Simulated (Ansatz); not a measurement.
Input

```
crystal:
  lattice:
    - [0.0, 5.6588223362, 5.6588223362]
    - [5.6588223362, 0.0, 5.6588223362]
    - [5.6588223362, 5.6588223362, 0.0]
  atoms:
    - { symbol: Na, position: [0.25, 0.25, 0.25] }
    - { symbol: "Y", position: [0.5, 0.5, 0.5] }
    - { symbol: Ga, position: [0.0, 0.0, 0.0] }
    - { symbol: C, position: [0.8119384983, 0.1880615017, 0.1880615017] }
    - { symbol: C, position: [0.8119384983, 0.1880615017, 0.8119384983] }
    - { symbol: C, position: [0.8119384983, 0.8119384983, 0.1880615017] }
    - { symbol: C, position: [0.1880615017, 0.8119384983, 0.8119384983] }
    - { symbol: C, position: [0.1880615017, 0.8119384983, 0.1880615017] }
    - { symbol: C, position: [0.1880615017, 0.1880615017, 0.8119384983] }
    - { symbol: "N", position: [0.7082939774, 0.2917060226, 0.2917060226] }
    - { symbol: "N", position: [0.7082939774, 0.2917060226, 0.7082939774] }
    - { symbol: "N", position: [0.7082939774, 0.7082939774, 0.2917060226] }
    - { symbol: "N", position: [0.2917060226, 0.7082939774, 0.7082939774] }
    - { symbol: "N", position: [0.2917060226, 0.7082939774, 0.2917060226] }
    - { symbol: "N", position: [0.2917060226, 0.2917060226, 0.7082939774] }
basis:
  ecutwfc: 420
kpoints:
  mp_grid: { grid: [6, 6, 6] }
hamiltonian:
  xc: pbe
scf:
  occupations: { method: gaussian, width: 0.1 }
output:
  forces: true
  stress: true
  eigenvalues: true
  write_density: true
  write_potential: true
  elf: true
  volumetric_format: npy
relax:
  adjacent_minimum: "off"
  f_tol: 0.01
  max_steps: 80
  cell: { stress_tol: 0.05 }
```

Run with:

```sh
ansatz run input.yaml --threads 1 --pin off --max-ram 2560MiB --backend cpu --events-out ev --progress --plain --runs-dir out
```

Below, planes, directions and counts refer to the conventional cell (a = 11.33 Å, b = 11.33 Å, c = 11.33 Å, α = 90.00°, β = 90.00°, γ = 90.00°).

The fields are those of the run's last geometry, not of the input's.

Space group F-43m; a structure generated by program, which may or may not match a known phase; computed without spin polarisation.

The calculation used Ansatz 0.2.0, DFT PBE, scalar-relativistic, plane waves, PAW.

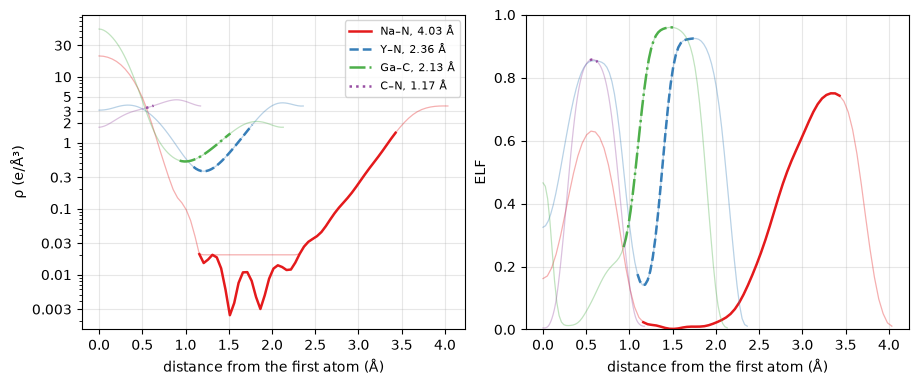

NaYGaC6N6. Valence charge density (pseudo) and electron localisation function along straight lines between neighbouring atoms. Thin, pale parts lie inside the atomic spheres.

In a PAW calculation such maps are meaningful between the atoms, not at the nuclei.

Question: Compare the contacts.

Answer: Na–N (4.03 Å): the density is about 0.01 e/Å³ at the midpoint, with its minimum of 0.002 e/Å³ about 1.5 Å from Na; the ELF is about 0 at the midpoint (no localised pair shows between them).
Y–N (2.36 Å): ρ at the midpoint is about 0.37 e/Å³; the ELF peaks at about 0.90 in the valence shell of N, 0.6 Å from its nucleus, and drops to about 0.15 between the two atoms; no shared electron pair shows on this line.
Ga–C (2.13 Å): the density is about 0.54 e/Å³ at the midpoint; the ELF peaks at about 0.95 in the valence shell of C, 0.6 Å from its nucleus, and is about 0.50 at the midpoint.
C–N (1.17 Å): ρ at the midpoint is about 3.5 e/Å³; the ELF peaks at about 0.85 between the atoms.
